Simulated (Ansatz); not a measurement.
## How methods differ on InCNClF (SMILES N#[C][In]([F])[Cl])

InCNClF has 5 atoms, charge 0, and is taken as a singlet. As SMILES, `N#[C][In]([F])[Cl]`. The shape was relaxed beforehand at r2SCAN/def2-SVP.

```xyz
5

N    -1.4038    1.4720    1.6598
C    -0.7855    0.7990    0.9363
In    0.3296   -0.4073   -0.3709
F     0.4419   -2.3179   -0.0410
Cl    1.4677    0.3806   -2.2257
```

Quantity: the dissociation energy of the F4–In3 bond into doublet F and doublet InCNCl (shapes relaxed at r2SCAN/def2-SVP, no zero-point term), in eV. The values are calculated.

```
                              level                    kind  program  value (eV)  less CCSD(T)/def2-SVP  CPU time (all runs)
       HF/def2-SVP (core potential)            Hartree–Fock   Ansatz        2.90                  -1.53                  4 s
   r2SCAN/def2-SVP (core potential)                meta-GGA   Ansatz        4.49                  +0.06                 12 s
CAM-B3LYP/def2-SVP (core potential)  range-separated hybrid   Ansatz        4.60                  +0.17                7.9 s
  wB97M-V/def2-SVP (core potential)  range-separated hybrid   Ansatz        4.67                  +0.24                 31 s
   B2PLYP/def2-SVP (core potential)           double hybrid   Ansatz        4.52                  +0.09                 10 s
  RPA@PBE/def2-SVP (core potential)                     RPA   Ansatz        3.96                  -0.47                9.2 s
      MP2/def2-SVP (core potential)     perturbation theory   Ansatz        4.84                  +0.41                4.3 s
  CCSD(T)/def2-SVP (core potential)   coupled cluster or CI   Ansatz        4.43                   0.00                 25 s
```

CCSD(T)/def2-SVP (core potential) is the highest level here, not the true value. Spin-orbit coupling is left out. Correlated wave functions underbind in double-zeta sets. The values span 2.90 to 4.84 eV. Hartree–Fock misses the correlation of the electron pair that is broken and comes out low. Measured bond enthalpies also hold zero-point and thermal terms, a few tenths of an eV less. In the correlated wave-function rows the outer d shell of In is correlated, in sets not made for it. In so small a basis fixed costs decide the times, and correlated methods can beat functionals. CPU times are rough (shared hosts, several kinds of processor and program).

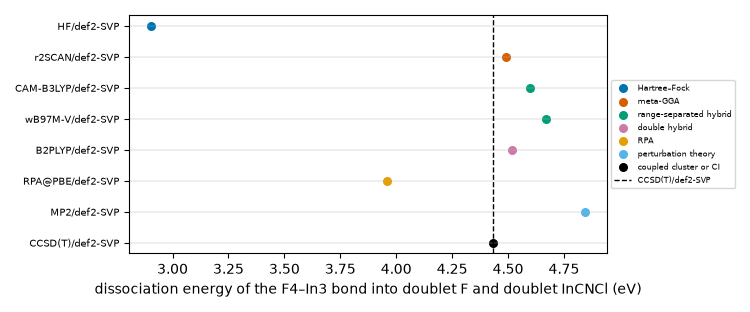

The values of the table, level by level.
